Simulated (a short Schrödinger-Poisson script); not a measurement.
Structure: gated Al0.4Ga0.6N/GaN polarisation-induced gas, at 300 K.

| layer | material | thickness (nm) | Na (cm⁻³) |
|---|---|---|---|
| 1 | Al0.4Ga0.6N | 25 | - |
| 2 | GaN | 6000 | 7e14 |

Constants are typed, rounded textbook-type inputs, not results; the design itself was drawn at random and stands for no fabricated device. Al0.4Ga0.6N: permittivity 9.26, conduction-band edge (eV) 0.58, gap (eV) 4.258, electron mass (mₑ) 0.248, Nv at 300 K (cm⁻³) 4.6e19. GaN: permittivity 9.5, conduction-band edge (eV) 0, gap (eV) 3.43, Nv at 300 K (cm⁻³) 4.6e19.

Channel valleys (confinement mass, in-plane density-of-states mass, number): Γ 0.2, 0.2, 1. At the gate the conduction-band edge of layer 1 lies 1.26 eV − eVg above the Fermi level of the channel; the field vanishes at the back. Sheet of polarisation charge: +2e13 e/cm² at 25 nm from the gate. The barrier under the gate holds no holes. Gaps are held at their typed values at every temperature. Mesh 0.08 nm at interfaces.

From a short Schrödinger-Poisson script (our own, NumPy): 1D Poisson equation in equilibrium, electrons quantum, Hartree (BenDaniel-Duke, 40 states a valley, the channel's in-plane mass for all, wave functions free to enter the barrier), parabolic valleys, classical holes, full ionisation, no traps, pinning or gate leakage.

Only gate voltages with over 1e8 electrons/cm² are shown.

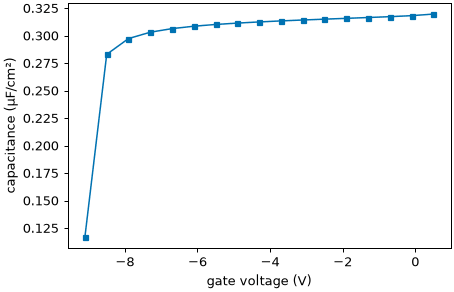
Figure. Quasi-static capacitance against gate voltage

```tsv
Vg (V)	electrons (cm⁻²)	in the channel layer	C (μF/cm²)	Γ E0 (meV)	Γ E1 (meV)
0.5	1.84e13	1.67e13	0.320	-188.0	-13.5
-0.1	1.72e13	1.58e13	0.318	-176.7	-9.4
-0.7	1.60e13	1.48e13	0.317	-165.1	-5.3
-1.3	1.48e13	1.38e13	0.316	-153.3	-1.3
-1.9	1.37e13	1.28e13	0.316	-141.5	2.7
-2.5	1.25e13	1.18e13	0.315	-129.4	6.8
-3.1	1.13e13	1.08e13	0.314	-117.2	10.9
-3.7	1.01e13	9.70e12	0.313	-104.9	15.1
-4.3	8.95e12	8.62e12	0.312	-92.4	19.4
-4.9	7.78e12	7.54e12	0.311	-79.6	23.8
-5.5	6.62e12	6.45e12	0.310	-66.4	28.4
-6.1	5.46e12	5.34e12	0.309	-52.8	33.3
-6.7	4.31e12	4.24e12	0.306	-38.2	38.7
-7.3	3.17e12	3.13e12	0.303	-22.1	45.0
-7.9	2.04e12	2.03e12	0.297	-2.6	53.3
-8.5	9.51e11	9.47e11	0.283	25.9	67.9
-9.1	3.28e10	3.27e10	0.117	126.2	147.6
```

Subbands count from the Fermi level.
